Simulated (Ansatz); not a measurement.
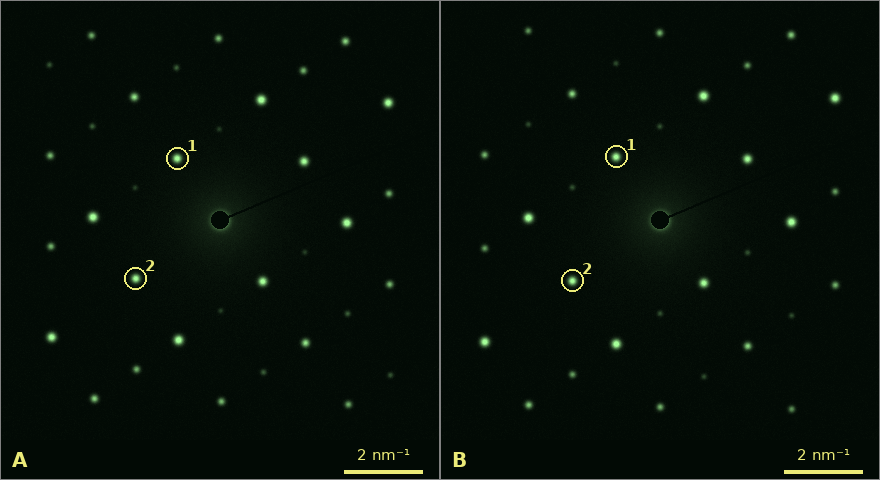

Kinematic electron diffraction patterns (300 kV, B = 0.5 Å², same scale) along [100] of the run's own cell, for the start and the end of one relaxation of NaIrF3 with DFT, PAW plane waves, pbe in Ansatz. k mesh 6×6×3. The start is a generated model structure, and the relaxation ends in the nearest stationary point of its symmetry, not necessarily the ground state. Spot 1 is 0 -1 0 and spot 2 is 0 0 -2 in both.

Start structure:

```
Na Ir F
1.0
     3.17024    0.00000    0.00000
     1.58512   -5.15723    0.00000
     0.00000    0.00000   -7.53601
Na Ir F
2 2 6
Direct
  0.74570 0.50860 0.75000
  0.25430 0.49140 0.25000
  0.00000 0.00000 0.00000
  0.00000 0.00000 0.50000
  0.08420 0.83160 0.75000
  0.91580 0.16840 0.25000
  0.62780 0.74440 0.05630
  0.37220 0.25560 0.55630
  0.37220 0.25560 0.94370
  0.62780 0.74440 0.44370
```

### Which pattern belongs to the start structure, and which to the relaxed one?

A is the start: its cell gives d(1) = 5.157 Å, d(2) = 3.768 Å and an angle of 90.0°. B is the relaxed structure, with d(1) = 5.029 Å (-2.5 %), d(2) = 3.622 Å (-3.9 %) and 90.0°.

### Summarise the relaxation behind the change.

The volume changed by +9.0 % to 13.44 Å³ an atom; with the mean shift removed, the atoms moved by up to 0.17 Å relative to the cell (F most); the space group stayed Cmcm (No. 63); the free energy fell by 130 meV an atom. Relaxed cell: a = 3.689 Å, b = 5.356 Å, c = 7.243 Å, α = 90.00°, β = 90.00°, γ = 69.86°.
